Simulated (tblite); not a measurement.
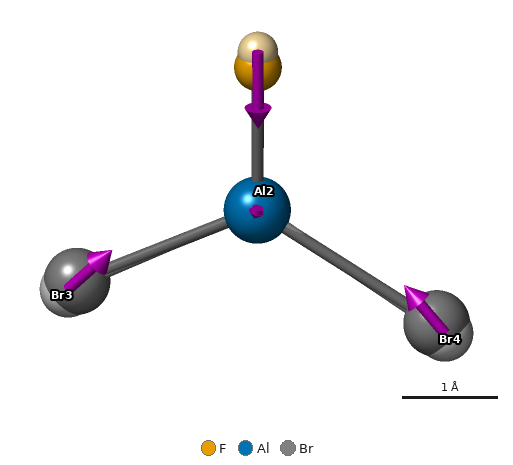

A relaxation of AlBr2F. The starting structure is drawn faded, the final one solid; purple arrows show the displacements, 5 times their true length. The two geometries are superimposed by the best rigid fit.

The picture is a ball-and-stick view, seen from a free direction.

Level of theory: tblite 0.8.0, GFN2-xTB geometry optimisation, gas phase. 

Describe the change and its energy.

Answer. The largest move after the best rigid fit is that of the F atom, 0.18 Å. By element the largest moves are F 0.18 Å, Br 0.14 Å, Al 0.03 Å. Near-neighbour distances that change, for instance: Al–Br 2.390 → 2.236 Å, Al–F 1.793 → 1.642 Å, Al–Br 2.369 → 2.236 Å. Among the angles between lasting bonds that change: Br–Al–Br 120.0° → 123.2°. The energy falls by 11.5 kcal/mol in 12 geometry steps. The run took 0.05 s on 1 thread of Arm Neoverse V2, with other jobs on the host.
